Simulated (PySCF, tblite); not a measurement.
# C₆H₁₀ClFSi: geometry, infrared bands and NMR shifts

What infrared bands and NMR shifts should C₆H₁₀ClFSi (`CC/C=C1/C[Si@@H](F)[C@H]1Cl`) show?

Computed with tblite 0.8.0 and PySCF 2.14.0, with density-fitted response routines of our own, on a single molecule in the gas phase. Atoms count from 0, in the outputs and in this text.

## (1) The molecule as given

19 atoms, charge 0, multiplicity 1; geometry from: force field or distance geometry start.

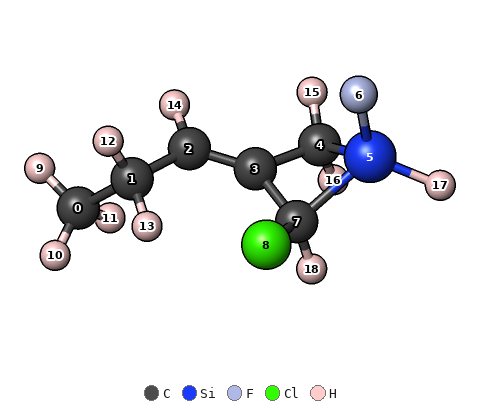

As it starts; carbon dark grey, silicon blue, fluorine light blue, chlorine green, hydrogen pink, atoms numbered.

## (2) Relaxing the molecule with GFN2-xTB

The job: settings as JSON, then the geometry in Å.

```
{"job": {"kind": "relax", "xc": "GFN2-xTB", "basis": "xTB"}, "charge": 0, "multiplicity": 1}
C      2.894400     0.320500    -0.557000
C      1.553100    -0.017200    -1.261800
C      0.505100     0.745900    -0.548600
C     -0.541700     0.196900     0.049900
C     -1.685100     0.799100     0.807500
Si    -2.808300    -0.470100     0.081100
F     -3.245300    -0.215700    -1.526200
C     -1.065600    -1.149300     0.315300
Cl    -0.704500    -2.382200    -0.912300
H      3.366600     1.184200    -1.027200
H      3.529500    -0.564800    -0.555400
H      2.582100     0.631100     0.468100
H      1.594400     0.205300    -2.330900
H      1.486200    -1.118800    -1.119300
H      0.619600     1.855900    -0.567300
H     -1.816500     1.848000     0.535700
H     -1.527600     0.747500     1.914400
H     -3.836100    -1.045700     0.940100
H     -0.910400    -1.561300     1.332100
```

The run is started by

```bash
$ OMP_NUM_THREADS=1 python probes_run.py task.json out
```

The driver reads the jobs from task.json and runs them one after another.

What it wrote:

```text
step      E/eV     max force
  0    -787.24958    3.450
  1    -787.60754    1.436
  2    -787.78648    1.175
  3    -787.92948    1.362
  4    -788.00864    0.949
  5    -788.05072    0.620
  6    -788.08066    0.394
  7    -788.10469    0.357
  8    -788.12001    0.286
  9    -788.12980    0.251
 10    -788.13824    0.246
 11    -788.14727    0.249
 12    -788.15683    0.271
 13    -788.16577    0.223
 14    -788.17335    0.194
 15    -788.18038    0.231
 16    -788.18779    0.244
 17    -788.19488    0.250
 18    -788.20027    0.180
 19    -788.20449    0.179
 20    -788.20936    0.209
 21    -788.21638    0.265
 22    -788.22590    0.343
 23    -788.23632    0.274
 24    -788.24550    0.252
 25    -788.25344    0.254
 26    -788.26110    0.256
 27    -788.26903    0.257
 28    -788.27742    0.186
 29    -788.28602    0.201
 30    -788.29434    0.244
 31    -788.30276    0.330
 32    -788.30735    0.370
 33    -788.31771    0.215
 34    -788.32467    0.169
 35    -788.33510    0.189
 36    -788.34070    0.169
 37    -788.34737    0.165
 38    -788.35255    0.134
 39    -788.35642    0.121
 40    -788.35946    0.135
 41    -788.36219    0.136
 42    -788.36480    0.111
 43    -788.36691    0.088
 44    -788.36850    0.082
 45    -788.36986    0.086
 46    -788.37171    0.079
 47    -788.37323    0.098
 48    -788.37442    0.092
 49    -788.37535    0.085
 50    -788.37622    0.061
 51    -788.37704    0.070
 52    -788.37790    0.071
 53    -788.37888    0.070
 54    -788.37992    0.065
 55    -788.38085    0.075
 56    -788.38158    0.066
 57    -788.38221    0.057
 58    -788.38290    0.057
 59    -788.38369    0.065
 60    -788.38450    0.073
 61    -788.38525    0.074
 62    -788.38604    0.081
 63    -788.38707    0.081
 64    -788.38852    0.117
 65    -788.39026    0.122
 66    -788.39177    0.082
 67    -788.39289    0.079
 68    -788.39385    0.072
 69    -788.39475    0.071
 70    -788.39553    0.057
 71    -788.39619    0.060
 72    -788.39686    0.077
 73    -788.39772    0.071
 74    -788.39902    0.090
 75    -788.40011    0.081
 76    -788.40100    0.058
 77    -788.40181    0.068
 78    -788.40271    0.068
 79    -788.40374    0.088
 80    -788.40479    0.069
 81    -788.40568    0.083
 82    -788.40634    0.055
 83    -788.40707    0.068
 84    -788.40781    0.076
 85    -788.40832    0.061
 86    -788.40881    0.042
 87    -788.40911    0.045
 88    -788.40937    0.039
 89    -788.40966    0.036
 90    -788.40998    0.041
 91    -788.41023    0.037
 92    -788.41043    0.029
 93    -788.41061    0.029
 94    -788.41077    0.026
 95    -788.41091    0.025
 96    -788.41102    0.022
 97    -788.41111    0.018
 98    -788.41116    0.016
 99    -788.41120    0.015
100    -788.41122    0.012
101    -788.41125    0.012
102    -788.41128    0.012
103    -788.41131    0.013
104    -788.41134    0.014
105    -788.41137    0.013
106    -788.41141    0.014
107    -788.41144    0.014
108    -788.41147    0.016
109    -788.41150    0.016
110    -788.41155    0.016
111    -788.41161    0.016
112    -788.41166    0.015
113    -788.41169    0.013
114    -788.41171    0.011
115    -788.41173    0.011
116    -788.41176    0.013
117    -788.41178    0.014
118    -788.41181    0.012
119    -788.41184    0.014
120    -788.41188    0.013
121    -788.41191    0.014
122    -788.41193    0.011
123    -788.41195    0.010
124    -788.41198    0.013
125    -788.41201    0.014
126    -788.41205    0.016
127    -788.41208    0.016
128    -788.41213    0.017
129    -788.41220    0.017
130    -788.41226    0.017
131    -788.41231    0.017
132    -788.41236    0.017
133    -788.41242    0.019
134    -788.41249    0.018
135    -788.41255    0.014
136    -788.41259    0.016
137    -788.41263    0.015
138    -788.41268    0.016
139    -788.41275    0.017
140    -788.41284    0.019
141    -788.41293    0.020
142    -788.41303    0.025
143    -788.41315    0.024
144    -788.41331    0.025
145    -788.41347    0.024
146    -788.41362    0.023
147    -788.41373    0.022
148    -788.41381    0.019
149    -788.41387    0.019
150    -788.41397    0.048
151    -788.41411    0.046
152    -788.41447    0.056
153    -788.41473    0.035
154    -788.41502    0.034
155    -788.41524    0.088
156    -788.41566    0.030
157    -788.41585    0.025
158    -788.41593    0.072
159    -788.41621    0.025
160    -788.41627    0.024
161    -788.41636    0.020
162    -788.41640    0.016
163    -788.41645    0.014
164    -788.41648    0.010
165    -788.41649    0.011
166    -788.41651    0.012
167    -788.41652    0.010
```

Wall time 2.7 s (1 thread of Arm Neoverse N1, shared host); peak memory 0.18 GiB.

The steps of the relaxation: (not every step is listed)

```csv
step,energy from step 0 (eV),largest force (eV/Å)
0,0.0000,3.4498
1,-0.3580,1.4355
2,-0.5369,1.1750
3,-0.6799,1.3623
4,-0.7591,0.9489
5,-0.8011,0.6199
6,-0.8311,0.3944
7,-0.8551,0.3569
8,-0.8704,0.2861
23,-0.9867,0.2735
38,-1.1030,0.1339
53,-1.1293,0.0695
68,-1.1443,0.0723
83,-1.1575,0.0676
98,-1.1616,0.0159
113,-1.1621,0.0135
128,-1.1626,0.0166
143,-1.1636,0.0242
158,-1.1663,0.0719
162,-1.1668,0.0158
163,-1.1669,0.0137
164,-1.1669,0.0101
165,-1.1669,0.0112
166,-1.1669,0.0121
167,-1.1669,0.0102
```

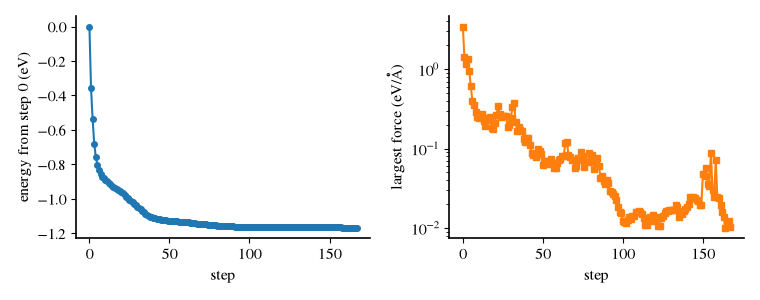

Energy and force, step by step.

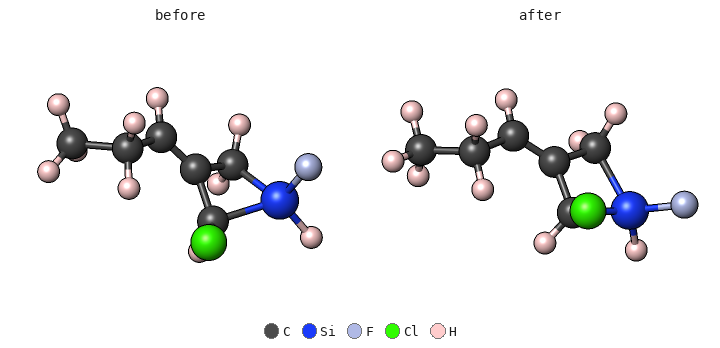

The geometry before (left) and after (right).

Close pairs (by a distance rule), those that changed most:

```csv
bond,before (Å),after (Å),change (Å)
Si5–F6,1.685,1.609,-0.076
C4–Si5,1.844,1.907,+0.063
C3–C7,1.469,1.511,+0.042
Si5–C7,1.885,1.927,+0.042
C2–H14,1.116,1.084,-0.033
C4–H16,1.119,1.088,-0.031
C0–H11,1.116,1.088,-0.028
C0–C1,1.552,1.528,-0.025
```

The end geometry stands in the next job.

## (3) Harmonic vibrations with GFN2-xTB

The job: settings as JSON, then the geometry in Å.

```
{"job": {"kind": "ir", "xc": "GFN2-xTB", "basis": "xTB"}, "charge": 0, "multiplicity": 1}
C      2.977401     0.219167    -0.253274
C      1.701822    -0.073134    -1.041675
C      0.555433     0.740839    -0.531933
C     -0.623814     0.269366    -0.165558
C     -1.822512     1.043330     0.356358
Si    -2.803528    -0.576029     0.584184
F     -4.072264    -0.742539    -0.390851
C     -1.121759    -1.157154    -0.155341
Cl    -1.197960    -1.879112    -1.801828
H      3.242217     1.271797    -0.330073
H      3.805225    -0.373173    -0.636131
H      2.836784    -0.022769     0.798308
H      1.867862     0.175180    -2.094521
H      1.464334    -1.135413    -0.983975
H      0.736607     1.806943    -0.463793
H     -2.225359     1.731252    -0.387325
H     -1.590489     1.630360     1.243103
H     -3.242789    -1.085493     1.865617
H     -0.497013    -1.834168     0.426739
```

What it wrote:

```text
mode    cm-1     km/mol
  1      26.8      0.78
  2      47.7      0.68
  3      97.7      1.82
  4     103.0      1.12
  5     151.2      2.77
  6     185.7      3.31
  7     195.4      5.49
  8     232.6      6.41
  9     268.8     11.83
 10     352.3     16.29
 11     426.2      6.34
 12     470.1      1.17
 13     521.6     51.38
 14     538.1     54.37
 15     606.3     58.47
 16     642.7    103.19
 17     725.3     55.63
 18     733.6     17.62
 19     788.1     53.96
 20     811.2     43.97
 21     846.8     93.63
 22     868.9     39.65
 23     902.6     86.94
 24     964.4      6.25
 25    1041.7      1.62
 26    1053.3      1.72
 27    1084.7      1.07
 28    1103.3      6.13
 29    1128.5      5.25
 30    1159.5     15.97
 31    1168.4     12.22
 32    1178.7      6.10
 33    1239.6      1.61
 34    1282.3      3.06
 35    1340.7      5.71
 36    1411.3      0.42
 37    1437.7      9.06
 38    1476.0      1.04
 39    1502.1      2.97
 40    1506.4      2.04
 41    1751.0      0.35
 42    2398.1    308.02
 43    2945.7     24.08
 44    2947.8     12.44
 45    2977.7     18.53
 46    3002.5     16.78
 47    3006.6     10.70
 48    3028.9     40.86
 49    3031.5     27.91
 50    3037.5     34.32
 51    3044.4     76.97
```

Wall time 1.6 s (1 thread of Arm Neoverse N1, shared host); peak memory 0.18 GiB.

Which atoms move in the most intense modes:

```csv
cm⁻¹,km/mol,atoms
538,54.4,"C4 22 %, H17 21 %, C3 14 %, C2 10 %"
606,58.5,"H17 35 %, C7 29 %"
643,103.2,"H17 52 %, Si5 12 %"
725,55.6,"C4 28 %, H15 22 %, Si5 18 %, C7 14 %"
847,93.6,"H14 22 %, Si5 21 %, F6 19 %, C2 10 %"
903,86.9,"C7 31 %, C4 17 %, Si5 16 %"
2398,308.0,H17 97 %
3044,77.0,H14 83 %
```

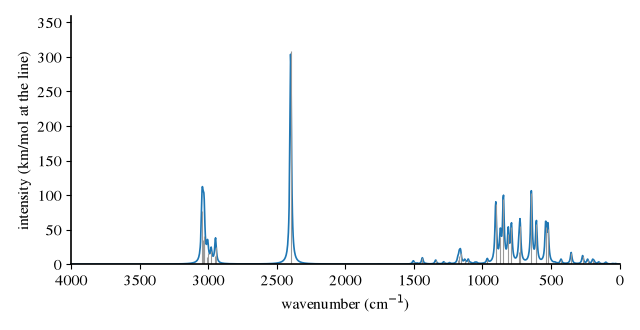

The infrared spectrum from these modes, unscaled. Lines are broadened to a width of 14 cm⁻¹ (Lorentzian).

## (4) Shielding tensors: PBE0/pcSseg-1

Settings changed since step 3:

```diff
@@ -1,2 +1,2 @@
-{"job": {"kind": "ir", "xc": "GFN2-xTB", "basis": "xTB"}, "charge": 0, "multiplicity": 1}
+{"job": {"kind": "nmr", "xc": "PBE0", "basis": "pcSseg-1"}, "charge": 0, "multiplicity": 1}
 C      2.977401     0.219167    -0.253274
```

With the program's defaults for keys left out, this is: GIAO PBE0/pcSseg-1 NMR shielding, non-relativistic, gas phase.

What it wrote:

```text
coarse grid: 17056 points
cycle   1  E = -1083.3482485326  dE =  1.034e+00  |g| = 6.506e-01  |ddm| = 4.032e+00
cycle   2  E = -1083.2871686914  dE =  6.108e-02  |g| = 9.202e-01  |ddm| = 1.348e+00
cycle   3  E = -1083.4354262695  dE = -1.483e-01  |g| = 1.081e-01  |ddm| = 7.917e-01
cycle   4  E = -1083.4375012692  dE = -2.075e-03  |g| = 4.147e-02  |ddm| = 1.300e-01
cycle   5  E = -1083.4378496346  dE = -3.484e-04  |g| = 1.727e-02  |ddm| = 5.512e-02
cycle   6  E = -1083.4379180784  dE = -6.844e-05  |g| = 4.133e-03  |ddm| = 1.911e-02
cycle   7  E = -1083.4379220403  dE = -3.962e-06  |g| = 1.092e-03  |ddm| = 5.385e-03
final grid: 156248 points
cycle   8  E = -1083.4969063539  dE = -5.049e-05  |g| = 8.566e-03  |ddm| = 3.660e-02
cycle   9  E = -1083.4968980705  dE =  8.283e-06  |g| = 1.004e-02  |ddm| = 1.891e-02
cycle  10  E = -1083.4969250401  dE = -2.697e-05  |g| = 1.206e-03  |ddm| = 1.151e-02
cycle  11  E = -1083.4969252948  dE = -2.547e-07  |g| = 4.570e-04  |ddm| = 1.667e-03
cycle  12  E = -1083.4969253406  dE = -4.583e-08  |g| = 1.119e-04  |ddm| = 4.748e-04
cycle  13  E = -1083.4969253433  dE = -2.698e-09  |g| = 4.337e-05  |ddm| = 1.427e-04
cycle  14  E = -1083.4969253438  dE = -4.316e-10  |g| = 8.758e-06  |ddm| = 4.114e-05
converged SCF energy = -1083.4969253438

GIAO shielding tensors (ppm)
atom      isotropic    diamagn.    paramagn.     s11        s22        s33       span
  0 C      170.615     246.560     -75.945    160.630    164.603    186.613     25.983
  1 C      158.035     247.986     -89.951    146.796    160.533    166.776     19.980
  2 C       40.987     255.610    -214.624    -71.667     54.495    140.132    211.799
  3 C       47.930     262.558    -214.628    -51.019     54.943    139.865    190.883
  4 C      155.304     252.765     -97.461    124.815    159.854    181.242     56.427
  5 Si     339.049     877.199    -538.150    278.888    325.379    412.879    133.990
  6 F      366.855     463.725     -96.870    342.075    361.463    397.027     54.952
  7 C      132.269     249.619    -117.350    107.379    140.827    148.602     41.223
  8 Cl     805.335    1147.446    -342.111    535.628    815.561   1064.815    529.187
  9 H       30.704      29.114       1.590     26.608     28.661     36.845     10.237
 10 H       30.426      27.533       2.893     25.868     27.762     37.648     11.780
 11 H       30.939      30.418       0.521     26.715     29.719     36.384      9.669
 12 H       29.443      30.096      -0.653     24.666     28.888     34.775     10.109
 13 H       29.126      32.521      -3.395     23.294     29.215     34.870     11.576
 14 H       25.774      34.666      -8.892     23.080     24.400     29.843      6.763
 15 H       28.833      29.781      -0.948     25.255     26.982     34.263      9.009
 16 H       29.308      30.430      -1.121     25.014     28.171     34.740      9.726
 17 H       26.162      28.449      -2.287     22.146     24.489     31.851      9.705
 18 H       27.275      31.142      -3.867     23.914     26.839     31.073      7.159
```

It took 1.7 min on 1 thread of Arm Neoverse N1, shared host; peak memory 0.97 GiB.

The references, computed at this level on geometries of the same kind, shield at (ppm): 1H TMS 31.72, 13C TMS 186.9, 29Si TMS 349.2, 19F CFCl3 170.9, 35Cl HCl 950. Their shielding less the atom's gives the shift. The references are single molecules in the gas phase, so shifts against H2O, NH3, PH3, H3PO4 or CFCl3 are not on the usual liquid scales and can be off by tens of ppm. Atoms listed in one row are averaged.

```csv
atoms,environment,σ (ppm),δ (ppm),δ scaled to CDCl3
C2,alkene CH,41.0,145.9,140.5
C3,fully substituted alkene carbon,47.9,139.0,133.7
C7,allylic sp3 CH bonded to Cl and Si,132.3,54.7,51.4
C4,allylic sp3 CH2 bonded to Si,155.3,31.6,28.9
C1,allylic sp3 CH2,158.0,28.9,26.3
C0,methyl carbon,170.6,16.3,14.0
H14,hydrogen on an alkene CH,25.77,5.94,5.71
H17,"hydrogen on a silicon bonded to 2 C, F, in a 4-membered ring",26.16,5.55,–
H18,hydrogen on an allylic sp3 CH bonded to Cl and Si,27.28,4.44,4.29
H15,hydrogen on an allylic sp3 CH2 bonded to Si,28.83,2.88,2.82
H13,hydrogen on an allylic sp3 CH2,29.13,2.59,2.55
H16,hydrogen on an allylic sp3 CH2 bonded to Si,29.31,2.41,2.38
H12,hydrogen on an allylic sp3 CH2,29.44,2.27,2.25
"H9, H10, H11",hydrogen on a methyl carbon,30.69,1.03,1.07
Si5,"silicon bonded to 2 C, F, H, in a 4-membered ring",339.0,10.1,–
F6,fluorine bonded to Si,366.9,-195.9,–
Cl8,chlorine bonded to C,805,144,–
```

The scaled column applies a straight-line fit of computed shieldings to shifts measured in CDCl3, with any fitted terms for Cl, Br or S neighbours, and one for carbons that bear F (root-mean-square error 0.16 ppm for H, 1.9 ppm for C).

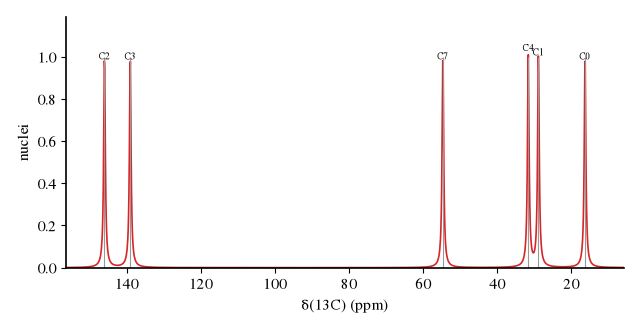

13C lines at the computed shifts, without couplings. Lines are broadened to a width of 0.52 ppm (Lorentzian).

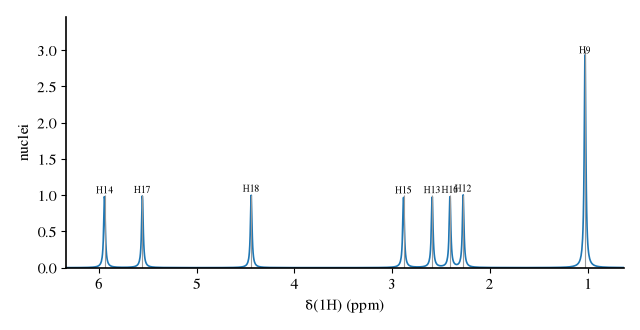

1H lines at the computed shifts, without couplings. Lines are broadened to a width of 0.02 ppm (Lorentzian).

The run also stored atomic charges by several schemes (e):

```csv
atoms,Mulliken,IAO,Hirshfeld,ESP fit
C0,-0.28,-0.41,-0.12,-0.29
C1,-0.20,-0.25,-0.07,0.23
C2,-0.06,-0.13,-0.04,-0.38
C3,-0.22,-0.01,-0.02,0.30
C4,-0.45,-0.58,-0.17,-0.64
Si5,1.12,1.22,0.46,0.85
F6,-0.41,-0.52,-0.20,-0.31
C7,-0.49,-0.41,-0.09,-0.53
Cl8,-0.11,-0.11,-0.07,-0.11
```

Hirshfeld charges:

C0 -0.12; C1 -0.07; C2 -0.04; C3 -0.02; C4 -0.17; Si5 0.46; F6 -0.20; C7 -0.09; Cl8 -0.07; H9 0.04; H10 0.04; H11 0.04; H12 0.04; H13 0.03; H14 0.05; H15 0.05; H16 0.04; H17 -0.06; H18 0.04

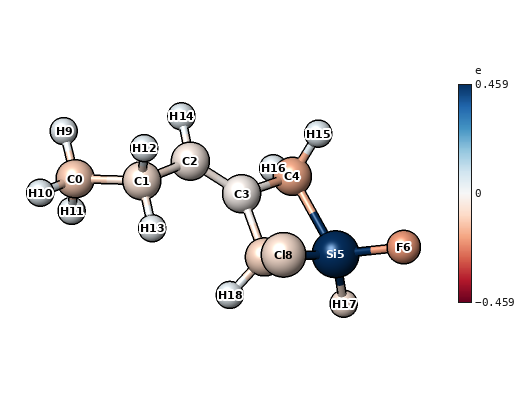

Hirshfeld charges, as colours on the atoms.

Mayer bond orders: C0–C1 1.04, C1–C2 1.05, C2–C3 1.89, C3–C4 1.01, C4–Si5 0.91, Si5–F6 0.97, Si5–C7 0.79, C7–Cl8 1.01, C7–C3 0.92.

Ring of atoms C3, C4, Si5, C7: NICS(0) 2.6, NICS(1) -1.4, NICS(1)zz 3.4 ppm (means of both faces; NICS(1) differs between them: -2.8 and 0.1).

The two faces differ (NICS(1)zz 6.8 and 0.0 ppm).

The fields below are evaluated on a grid from the run's orbitals.

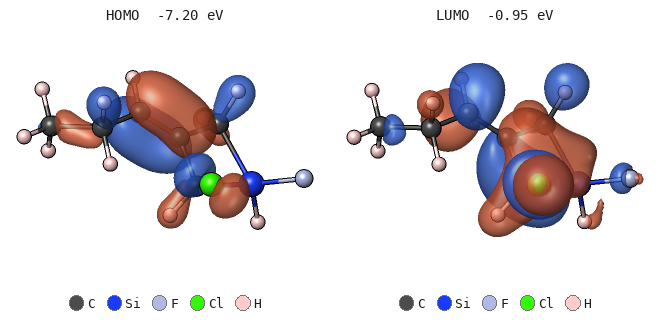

PBE0/pcSseg-1 orbitals near the gap, drawn at the value that encloses 70 % of each; the two colours are the two signs.

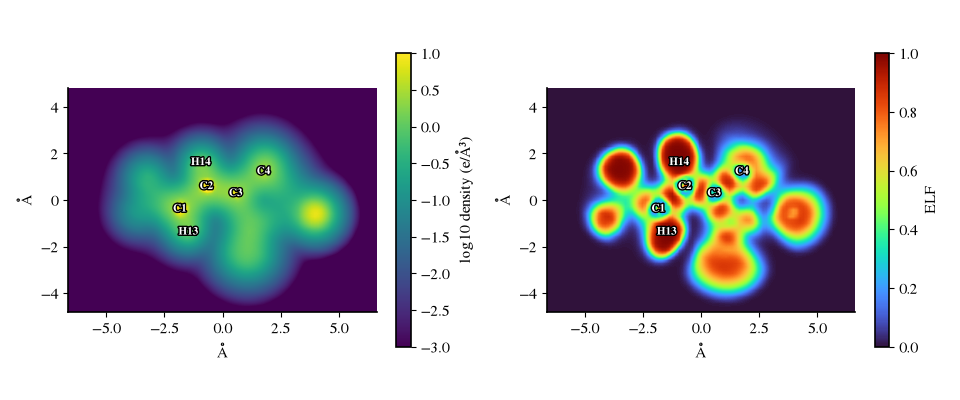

Density (left) and ELF (right) in a plane through or near 6 of the atoms.

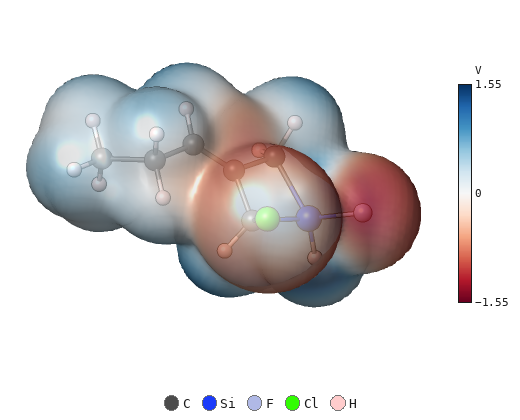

Electrostatic potential on the surface of density 0.002 e/bohr³; red is low, blue high. It runs from -1.13 V near F6 to 1.55 V near H17.

## (5) Summary of results

| quantity | value |
| --- | --- |
| strongest single infrared mode (GFN2-xTB) | 2398 cm⁻¹, 308 km/mol |
| zero-point energy (GFN2-xTB) | 89.8 kcal/mol |
| 13C shifts against TMS (PBE0/pcSseg-1) | 145.9, 139.0, 54.7, 31.6, 28.9, 16.3 ppm |
| 1H shifts against TMS (PBE0/pcSseg-1, means over atoms taken as alike) | 5.94, 5.55, 4.44, 2.88, 2.59, 2.41, 2.27, 1.03 ppm |
| 29Si shifts against TMS (PBE0/pcSseg-1) | 10.1 ppm |
| 19F shifts against CFCl3 (PBE0/pcSseg-1) | -195.9 ppm |
| 35Cl shifts against HCl (PBE0/pcSseg-1) | 144 ppm |
| surface potential, least and greatest | -1.13 V and 1.55 V |

The optimisation took 167 steps and gained 1.167 eV; among the close pairs (by a distance rule), Si5–F6 changed most, from 1.685 to 1.609 Å. No mode is imaginary among the 51: a minimum at this level. The strongest single mode, at 2398 cm⁻¹, moves mainly H17. GFN2-xTB is a fitted tight-binding method: band positions and strengths are rough. Its intensities can rank the bands wrongly. The most deshielded hydrogen is H14 (hydrogen on an alkene CH), at 5.94 ppm: attached to an sp2 carbon and in the plane of the double bond. At PBE0/pcSseg-1: The largest span, 529 ppm, is at Cl8, where the paramagnetic term is -342 ppm. By nearest atom (PBE0/pcSseg-1), the HOMO sits on C2, C3 about 30 % each; Cl8 11 % and the LUMO on C2, C3 about 15 % each; Cl8 16 %.
